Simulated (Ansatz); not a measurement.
Molecular dynamics of SiN₂H₆O (part 4 of 4)

SiN₂H₆O; RKS PBE-D4/STO-3G (Ansatz 0.2.0). It belongs to a series of runs on one base structure; here: dynamics from the start.

Geometry of the input (Å):
```
Si -0.0836  0.1044  0.0917
H  0.1251  0.0375  1.5388
N  1.5768  0.2085  -0.5912
H  2.1762  -0.5599  -0.1681
H  1.5561  -0.0540  -1.6206
N  -1.0496  1.5579  -0.2920
H  -1.1607  1.6022  -1.3490
H  -0.4295  2.4004  -0.1006
O  -1.0638  -1.1662  -0.5546
H  -0.6072  -2.0175  -0.1836
```

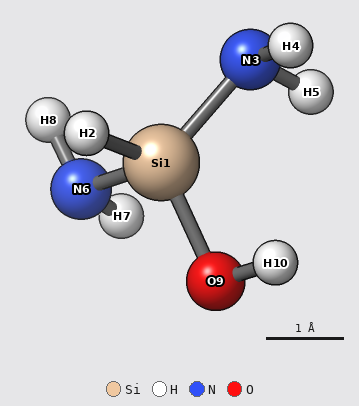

Fig. 1: The geometry at step 186 of the log (ball-and-stick view, seen at a tilt; atoms are numbered from 1 in the order of the input).

## Trajectory as extended XYZ, continued
```
10
Properties=species:S:1:pos:R:3:forces:R:3 step=116 time_fs=29.0 energy=-12832.93075 temperature=135.4
Si   -0.0623    0.1278    0.1273   -0.1377  -0.5957  -1.4881
H     0.2722   -0.0397    1.5162   -0.2106   0.2067   0.7154
N     1.5850    0.1677   -0.5939    0.3846  -0.4420   1.2572
H     2.1531   -0.6699   -0.2195   -0.3964   0.6714  -0.2349
H     1.5999    0.0182   -1.6229   -0.1699  -0.1182  -0.9066
N    -1.0805    1.5125   -0.3252    0.2733  -0.1022   1.2422
H    -1.2064    1.4501   -1.3602   -0.0442   0.4185  -0.5405
H    -0.6418    2.4560   -0.1038   -0.0494  -0.3729  -0.3727
O    -1.0837   -1.1234   -0.5558   -0.2701   1.1384   0.2356
H    -0.4797   -1.9389   -0.5658    0.6205  -0.8038   0.0923
10
Properties=species:S:1:pos:R:3:forces:R:3 step=122 time_fs=30.5 energy=-12832.86614 temperature=73.2
Si   -0.0627    0.1306    0.1263   -0.0199  -0.8382  -1.2795
H     0.2656   -0.0460    1.5197   -0.2161   0.2331   0.6175
N     1.5868    0.1669   -0.5940    0.1273  -0.0929   1.6745
H     2.1467   -0.6651   -0.2267   -0.1678   0.3532  -0.0018
H     1.5936    0.0071   -1.6086   -0.1753  -0.1473  -1.5714
N    -1.0797    1.5129   -0.3251    0.4774   0.2725   1.4653
H    -1.2104    1.4173   -1.3594   -0.0025   0.7263  -0.4534
H    -0.6442    2.4730   -0.0797   -0.3610  -1.0437  -0.7924
O    -1.0822   -1.1254   -0.5550   -0.5378   1.4790   0.2137
H    -0.5021   -1.9501   -0.5868    0.8758  -0.9421   0.1275
10
Properties=species:S:1:pos:R:3:forces:R:3 step=128 time_fs=32.0 energy=-12832.89293 temperature=98.8
Si   -0.0631    0.1328    0.1244    0.1330  -1.0382  -0.7734
H     0.2543   -0.0472    1.5361   -0.2565   0.2859   0.2425
N     1.5888    0.1659   -0.5917   -0.2982   0.4449   0.3482
H     2.1372   -0.6533   -0.2338    0.2826  -0.3338   0.3197
H     1.5835   -0.0068   -1.6248   -0.1731   0.0188  -0.5804
N    -1.0782    1.5137   -0.3229    0.2394  -0.1477   0.8442
H    -1.2144    1.3999   -1.3675    0.0667   0.9164   0.1165
H    -0.6537    2.4691   -0.0720   -0.2466  -0.7934  -0.8319
O    -1.0815   -1.1256   -0.5540   -0.1137   0.6130   0.0971
H    -0.5071   -1.9794   -0.6050    0.3664   0.0342   0.2175
10
Properties=species:S:1:pos:R:3:forces:R:3 step=134 time_fs=33.5 energy=-12832.88417 temperature=90.4
Si   -0.0634    0.1341    0.1219    0.2103  -1.1676  -0.2109
H     0.2375   -0.0423    1.5575   -0.2850   0.3330  -0.1967
N     1.5903    0.1656   -0.5889   -0.5027   0.6722  -1.1519
H     2.1332   -0.6482   -0.2343    0.4991  -0.7160   0.4283
H     1.5698   -0.0202   -1.6530   -0.1149   0.2008   0.7915
N    -1.0764    1.5141   -0.3194   -0.2515  -1.1439  -0.0009
H    -1.2170    1.4018   -1.3734    0.0824   0.9126   0.5692
H    -0.6679    2.4496   -0.0815    0.2027   0.2282  -0.5034
O    -1.0808   -1.1250   -0.5528    0.3363  -0.3614  -0.0478
H    -0.5042   -2.0081   -0.6185   -0.1766   1.0421   0.3225
10
Properties=species:S:1:pos:R:3:forces:R:3 step=140 time_fs=35.0 energy=-12832.88224 temperature=88.7
Si   -0.0635    0.1346    0.1192    0.1821  -1.2267   0.1910
H     0.2146   -0.0302    1.5749   -0.2698   0.3445  -0.5059
N     1.5912    0.1662   -0.5878   -0.2114   0.2770  -1.4734
H     2.1391   -0.6571   -0.2263    0.1971  -0.3332   0.1758
H     1.5537   -0.0296   -1.6657   -0.0246   0.2323   1.3367
N    -1.0749    1.5128   -0.3158   -0.6183  -1.7896  -0.3747
H    -1.2181    1.4231   -1.3680    0.0014   0.6784   0.4690
H    -0.6778    2.4349   -0.1017    0.6237   1.1445  -0.0678
O    -1.0798   -1.1247   -0.5516    0.4037  -0.6052  -0.1082
H    -0.5042   -2.0156   -0.6251   -0.2837   1.2779   0.3574
10
Properties=species:S:1:pos:R:3:forces:R:3 step=145 time_fs=36.2 energy=-12832.94336 temperature=147.6
Si   -0.0636    0.1342    0.1170    0.1188  -1.2181   0.3189
H     0.1911   -0.0146    1.5816   -0.2183   0.3179  -0.5877
N     1.5916    0.1671   -0.5885    0.1898  -0.2252  -0.8153
H     2.1474   -0.6702   -0.2166   -0.2205   0.2647  -0.1442
H     1.5398   -0.0338   -1.6555    0.0392   0.1279   0.9719
N    -1.0744    1.5097   -0.3132   -0.5379  -1.2330  -0.1026
H    -1.2189    1.4520   -1.3560   -0.1170   0.3623  -0.0267
H    -0.6765    2.4396   -0.1202    0.6064   0.9615   0.1432
O    -1.0785   -1.1251   -0.5508    0.1289  -0.1350  -0.0651
H    -0.5085   -2.0018   -0.6249    0.0108   0.7770   0.3077
10
Properties=species:S:1:pos:R:3:forces:R:3 step=151 time_fs=37.8 energy=-12832.98200 temperature=184.9
Si   -0.0635    0.1330    0.1147    0.0460  -1.1084   0.2076
H     0.1587    0.0104    1.5783   -0.1160   0.2462  -0.4508
N     1.5924    0.1678   -0.5903    0.4632  -0.4952   0.5893
H     2.1528   -0.6804   -0.2080   -0.5068   0.7236  -0.3826
H     1.5238   -0.0367   -1.6262    0.0678  -0.1128  -0.2193
N    -1.0745    1.5045   -0.3102   -0.1439   0.4022   0.3857
H    -1.2223    1.4935   -1.3430   -0.2324  -0.0281  -0.6125
H    -0.6639    2.4618   -0.1397    0.2226  -0.1824   0.2470
O    -1.0769   -1.1256   -0.5498   -0.4550   0.9120   0.0542
H    -0.5124   -1.9717   -0.6187    0.6545  -0.3572   0.1815
10
Properties=species:S:1:pos:R:3:forces:R:3 step=157 time_fs=39.2 energy=-12832.94814 temperature=152.4
Si   -0.0634    0.1309    0.1124   -0.0101  -0.8659  -0.1128
H     0.1239    0.0406    1.5658    0.0153   0.1503  -0.1027
N     1.5939    0.1679   -0.5913    0.3266  -0.2251   1.5881
H     2.1481   -0.6760   -0.2070   -0.3618   0.5800  -0.3176
H     1.5093   -0.0419   -1.6015    0.0569  -0.3162  -1.2941
N    -1.0748    1.4998   -0.3067    0.0612   1.7676   0.2151
H    -1.2305    1.5344   -1.3418   -0.2190  -0.3520  -0.5308
H    -0.6463    2.4806   -0.1537   -0.0981  -1.1145   0.3568
O    -1.0759   -1.1250   -0.5488   -0.7598   1.4155   0.1103
H    -0.5028   -1.9485   -0.6086    0.9888  -1.0397   0.0877
10
Properties=species:S:1:pos:R:3:forces:R:3 step=163 time_fs=40.8 energy=-12832.96562 temperature=169.1
Si   -0.0633    0.1281    0.1101   -0.0847  -0.5205  -0.4597
H     0.0894    0.0740    1.5511    0.1494   0.0563   0.3071
N     1.5959    0.1676   -0.5900   -0.2075   0.3598   0.9898
H     2.1363   -0.6602   -0.2124    0.1507  -0.1351   0.0180
H     1.4960   -0.0535   -1.6021    0.1046  -0.2486  -1.0314
N    -1.0750    1.4978   -0.3029   -0.0830   2.1654  -0.5516
H    -1.2432    1.5680   -1.3511   -0.0918  -0.5998   0.1199
H    -0.6303    2.4770   -0.1601   -0.1195  -1.1813   0.4922
O    -1.0758   -1.1225   -0.5477   -0.2766   0.5808   0.0315
H    -0.4734   -1.9453   -0.5965    0.4583  -0.4770   0.0842
10
Properties=species:S:1:pos:R:3:forces:R:3 step=169 time_fs=42.2 energy=-12832.96658 temperature=170.1
Si   -0.0633    0.1249    0.1075   -0.2453  -0.1402  -0.6016
H     0.0581    0.1087    1.5427    0.2585  -0.0236   0.5457
N     1.5975    0.1679   -0.5873   -0.7249   0.7699  -0.5401
H     2.1277   -0.6473   -0.2174    0.6170  -0.8382   0.3372
H     1.4852   -0.0700   -1.6232    0.2221   0.0192   0.1789
N    -1.0755    1.4990   -0.2999   -0.4186   1.5340  -1.1909
H    -1.2579    1.5888   -1.3580    0.0354  -0.7039   0.6496
H    -0.6163    2.4494   -0.1559    0.1558  -0.4119   0.6046
O    -1.0761   -1.1194   -0.5465    0.5253  -0.7043  -0.0674
H    -0.4348   -1.9517   -0.5825   -0.4252   0.4990   0.0842
10
Properties=species:S:1:pos:R:3:forces:R:3 step=174 time_fs=43.5 energy=-12832.94444 temperature=148.8
Si   -0.0634    0.1222    0.1049   -0.4601   0.1643  -0.4507
H     0.0362    0.1373    1.5443    0.3216  -0.0868   0.4921
N     1.5980    0.1689   -0.5856   -0.6685   0.5584  -1.3037
H     2.1298   -0.6490   -0.2166    0.5685  -0.7986   0.3198
H     1.4797   -0.0838   -1.6393    0.2893   0.1976   0.9484
N    -1.0763    1.5018   -0.2988   -0.6569   0.5608  -1.2457
H    -1.2697    1.5949   -1.3540    0.0834  -0.6248   0.6646
H    -0.6023    2.4191   -0.1426    0.4705   0.4798   0.6288
O    -1.0758   -1.1174   -0.5455    0.9388  -1.3353  -0.0959
H    -0.4085   -1.9502   -0.5695   -0.8865   0.8846   0.0423
10
Properties=species:S:1:pos:R:3:forces:R:3 step=180 time_fs=45.0 energy=-12832.96338 temperature=167.0
Si   -0.0639    0.1191    0.1015   -0.7479   0.5021  -0.0010
H     0.0162    0.1698    1.5552    0.3684  -0.1726   0.1647
N     1.5978    0.1709   -0.5853   -0.0363  -0.2361  -1.1203
H     2.1424   -0.6652   -0.2100    0.0322  -0.0308   0.0037
H     1.4786   -0.0965   -1.6406    0.2761   0.2440   1.0526
N    -1.0782    1.5060   -0.2991   -0.5213  -0.2023  -0.5419
H    -1.2824    1.5903   -1.3372    0.0638  -0.3379   0.1115
H    -0.5763    2.3923   -0.1146    0.5250   0.9439   0.4428
O    -1.0743   -1.1166   -0.5445    0.9043  -1.2965  -0.0697
H    -0.3940   -1.9320   -0.5532   -0.8644   0.5862  -0.0424
10
Properties=species:S:1:pos:R:3:forces:R:3 step=186 time_fs=46.5 energy=-12832.96598 temperature=169.4
Si   -0.0650    0.1163    0.0982   -0.9497   0.8158   0.5109
H     0.0041    0.1985    1.5696    0.3904  -0.2690  -0.2468
N     1.5976    0.1725   -0.5866    0.5981  -0.8585  -0.1238
H     2.1558   -0.6822   -0.2033   -0.4727   0.7293  -0.2668
H     1.4834   -0.1043   -1.6207    0.1723   0.1076   0.3005
N    -1.0808    1.5099   -0.3002    0.1833  -0.0345   0.7149
H    -1.2937    1.5786   -1.3186    0.0263   0.0427  -0.6874
H    -0.5402    2.3839   -0.0777   -0.0102   0.3890  -0.0547
O    -1.0717   -1.1174   -0.5436    0.3130  -0.5216  -0.0271
H    -0.3969   -1.9024   -0.5378   -0.2508  -0.4009  -0.1198
10
Properties=species:S:1:pos:R:3:forces:R:3 step=192 time_fs=48.0 energy=-12832.88971 temperature=95.9
Si   -0.0668    0.1141    0.0952   -0.9683   1.0785   0.8494
H     0.0004    0.2215    1.5788    0.3903  -0.3546  -0.5282
N     1.5982    0.1729   -0.5880    0.7720  -0.8553   0.9481
H     2.1597   -0.6844   -0.2018   -0.5624   0.9131  -0.2524
H     1.4918   -0.1099   -1.5951    0.0367  -0.1043  -0.7877
N    -1.0831    1.5138   -0.3002    0.8021   0.3821   1.4564
H    -1.3042    1.5677   -1.3136    0.1189   0.3425  -0.8979
H    -0.5045    2.3836   -0.0421   -0.6550  -0.3302  -0.6166
O    -1.0687   -1.1190   -0.5428   -0.3755   0.2982  -0.0238
H    -0.4051   -1.8814   -0.5249    0.4412  -1.3701  -0.1473
10
Properties=species:S:1:pos:R:3:forces:R:3 step=198 time_fs=49.5 energy=-12832.87218 temperature=78.9
Si   -0.0693    0.1128    0.0929   -0.7872   1.2265   0.9026
H     0.0051    0.2369    1.5772    0.3715  -0.4032  -0.5642
N     1.5999    0.1720   -0.5882    0.3555  -0.3242   1.0424
H     2.1524   -0.6683   -0.2051   -0.1770   0.3939   0.0703
H     1.5011   -0.1175   -1.5851   -0.0305  -0.1425  -1.1770
N    -1.0843    1.5183   -0.2982    0.7884   0.3952   1.0538
H    -1.3118    1.5638   -1.3263    0.3716   0.4765  -0.2185
H    -0.4821    2.3773   -0.0192   -0.8850  -0.4801  -0.9111
O    -1.0661   -1.1203   -0.5419   -0.3632   0.1171  -0.0613
H    -0.4052   -1.8880   -0.5151    0.3559  -1.2592  -0.1369
10
Properties=species:S:1:pos:R:3:forces:R:3 step=203 time_fs=50.8 energy=-12832.90603 temperature=111.5
Si   -0.0719    0.1124    0.0915   -0.5445   1.2352   0.7296
H     0.0151    0.2432    1.5667    0.3460  -0.4067  -0.3955
N     1.6018    0.1708   -0.5871   -0.2903   0.2622   0.1314
H     2.1432   -0.6481   -0.2070    0.3487  -0.3734   0.4511
H     1.5085   -0.1259   -1.5949   -0.0010   0.0347  -0.6117
N    -1.0844    1.5225   -0.2952    0.3731   0.0078   0.2606
H    -1.3124    1.5683   -1.3411    0.5552   0.4703   0.5113
H    -0.4774    2.3647   -0.0146   -0.6664  -0.0971  -0.8559
O    -1.0643   -1.1213   -0.5413    0.1321  -0.7447  -0.0978
H    -0.3998   -1.9136   -0.5092   -0.2528  -0.3884  -0.1231
10
Properties=species:S:1:pos:R:3:forces:R:3 step=209 time_fs=52.2 energy=-12832.91438 temperature=119.7
Si   -0.0753    0.1129    0.0903   -0.2475   1.1169   0.3362
H     0.0339    0.2428    1.5469    0.3080  -0.3728  -0.0191
N     1.6036    0.1698   -0.5858   -0.8158   0.6069  -1.0840
H     2.1392   -0.6318   -0.2002    0.7013  -0.9339   0.6700
H     1.5175   -0.1350   -1.6171    0.0733   0.2760   0.4189
N    -1.0840    1.5274   -0.2913   -0.2561  -0.7074  -0.5041
H    -1.3022    1.5826   -1.3487    0.5699   0.3495   0.9086
H    -0.4839    2.3489   -0.0253   -0.0740   0.7039  -0.4957
O    -1.0619   -1.1234   -0.5407    0.5871  -1.6599  -0.1362
H    -0.3989   -1.9508   -0.5045   -0.8463   0.6207  -0.0946
10
Properties=species:S:1:pos:R:3:forces:R:3 step=215 time_fs=53.8 energy=-12832.95361 temperature=157.6
Si   -0.0790    0.1141    0.0893    0.0119   0.8865  -0.1007
H     0.0593    0.2344    1.5268    0.2572  -0.3170   0.3858
N     1.6043    0.1697   -0.5860   -0.5699   0.1596  -1.2743
H     2.1490   -0.6336   -0.1801    0.3344  -0.4819   0.3410
H     1.5280   -0.1385   -1.6313    0.1142   0.3202   0.9483
N    -1.0840    1.5313   -0.2881   -0.5125  -1.0233  -0.5179
H    -1.2802    1.6043   -1.3382    0.3329   0.1471   0.4996
H    -0.4923    2.3477   -0.0466    0.3747   1.1644  -0.0772
O    -1.0588   -1.1278   -0.5402    0.5041  -1.7831  -0.1639
H    -0.4152   -1.9759   -0.5017   -0.8470   0.9274  -0.0406
10
Properties=species:S:1:pos:R:3:forces:R:3 step=221 time_fs=55.2 energy=-12833.01553 temperature=217.3
Si   -0.0826    0.1161    0.0883    0.2830   0.5821  -0.3723
H     0.0902    0.2191    1.5146    0.1750  -0.2642   0.5941
N     1.6041    0.1697   -0.5881    0.0265  -0.5088  -0.4292
H     2.1655   -0.6450   -0.1530   -0.3399   0.4111  -0.2365
H     1.5409   -0.1355   -1.6265    0.1063   0.1397   0.6746
N    -1.0847    1.5337   -0.2856   -0.1062  -0.3600   0.2137
H    -1.2513    1.6292   -1.3179   -0.0202  -0.0735  -0.4730
H    -0.4937    2.3698   -0.0698    0.2252   0.6623   0.1669
O    -1.0551   -1.1344   -0.5400   -0.1056  -0.9649  -0.1831
H    -0.4486   -1.9826   -0.4999   -0.2440   0.3762   0.0449
10
Properties=species:S:1:pos:R:3:forces:R:3 step=227 time_fs=56.8 energy=-12832.99351 temperature=196.1
Si   -0.0861    0.1185    0.0870    0.6366   0.2428  -0.3458
H     0.1247    0.1982    1.5146    0.0424  -0.2222   0.4728
N     1.6039    0.1690   -0.5908    0.3093  -0.6886   0.7787
H     2.1752   -0.6483   -0.1306   -0.7073   0.9074  -0.5876
H     1.5560   -0.1297   -1.6082    0.0745  -0.1596  -0.1837
N    -1.0855    1.5356   -0.2828    0.4204   0.8104   0.6962
H    -1.2226    1.6525   -1.3072   -0.2528  -0.2905  -1.0783
H    -0.4908    2.4053   -0.0897   -0.2166  -0.3287   0.3003
O    -1.0515   -1.1423   -0.5400   -0.9318   0.3971  -0.2096
H    -0.4868   -1.9822   -0.4970    0.6253  -0.6682   0.1570
10
Properties=species:S:1:pos:R:3:forces:R:3 step=233 time_fs=58.2 energy=-12832.96028 temperature=164.1
Si   -0.0890    0.1210    0.0855    1.0706  -0.0832  -0.0682
H     0.1601    0.1725    1.5244   -0.1292  -0.1745   0.1059
N     1.6041    0.1674   -0.5923    0.0402  -0.2844   1.3985
H     2.1707   -0.6334   -0.1201   -0.5381   0.6991  -0.4926
H     1.5728   -0.1272   -1.5937    0.0485  -0.3563  -0.8837
N    -1.0857    1.5388   -0.2790    0.4952   1.6522   0.1148
H    -1.1989    1.6695   -1.3177   -0.2709  -0.5237  -0.6041
H    -0.4922    2.4344   -0.1031   -0.4307  -0.9548   0.4211
O    -1.0491   -1.1497   -0.5403   -1.2734   1.0582  -0.2408
H    -0.5124   -1.9949   -0.4907    0.9879  -1.0325   0.2491
10
Properties=species:S:1:pos:R:3:forces:R:3 step=238 time_fs=59.5 energy=-12832.97451 temperature=177.7
Si   -0.0908    0.1232    0.0841    1.4020  -0.3046   0.2253
H     0.1877    0.1481    1.5346   -0.2700  -0.1185  -0.2290
N     1.6044    0.1657   -0.5920   -0.5451   0.3385   0.8726
H     2.1582   -0.6097   -0.1192   -0.0156   0.0149  -0.0693
H     1.5875   -0.1305   -1.5947    0.0309  -0.2916  -0.7607
N    -1.0854    1.5433   -0.2758    0.2371   1.7425  -0.7921
H    -1.1836    1.6753   -1.3366   -0.2135  -0.6604   0.2212
H    -0.4999    2.4440   -0.1075   -0.3149  -0.9359   0.5107
O    -1.0484   -1.1549   -0.5408   -0.9598   0.5292  -0.2424
H    -0.5185   -2.0211   -0.4815    0.6488  -0.3140   0.2638
10
Properties=species:S:1:pos:R:3:forces:R:3 step=244 time_fs=61.0 energy=-12832.95306 temperature=157.0
Si   -0.0920    0.1255    0.0827    1.5938  -0.4965   0.4864
H     0.2153    0.1167    1.5422   -0.3960  -0.0352  -0.5005
N     1.6038    0.1641   -0.5907   -1.2431   1.0239  -0.5299
H     2.1439   -0.5822   -0.1186    0.6862  -0.9131   0.5335
H     1.6058   -0.1398   -1.6093   -0.0121  -0.0255   0.0567
N    -1.0847    1.5510   -0.2730   -0.2324   1.0125  -1.5625
H    -1.1694    1.6695   -1.3543   -0.1616  -0.6318   0.9155
H    -0.5146    2.4384   -0.1026    0.1087  -0.3167   0.5854
O    -1.0487   -1.1606   -0.5417   -0.3786  -0.4962  -0.1978
H    -0.5139   -2.0570   -0.4655    0.0350   0.8784   0.2131
10
Properties=species:S:1:pos:R:3:forces:R:3 step=250 time_fs=62.5 energy=-12832.93999 temperature=144.6
Si   -0.0920    0.1274    0.0816    1.4633  -0.6420   0.5387
H     0.2345    0.0845    1.5393   -0.4505   0.0504  -0.5398
N     1.6014    0.1641   -0.5900   -1.1605   0.9116  -1.2510
H     2.1432   -0.5728   -0.1076    0.7150  -0.9543   0.5690
H     1.6238   -0.1497   -1.6229   -0.0852   0.1772   0.7366
N    -1.0843    1.5603   -0.2726   -0.5805  -0.1824  -1.5147
H    -1.1587    1.6504   -1.3535   -0.1492  -0.3680   0.8664
H    -0.5269    2.4263   -0.0852    0.5586   0.4856   0.5692
O    -1.0496   -1.1668   -0.5428   -0.0625  -0.8802  -0.1249
H    -0.5080   -2.0752   -0.4448   -0.2485   1.4021   0.1504
```
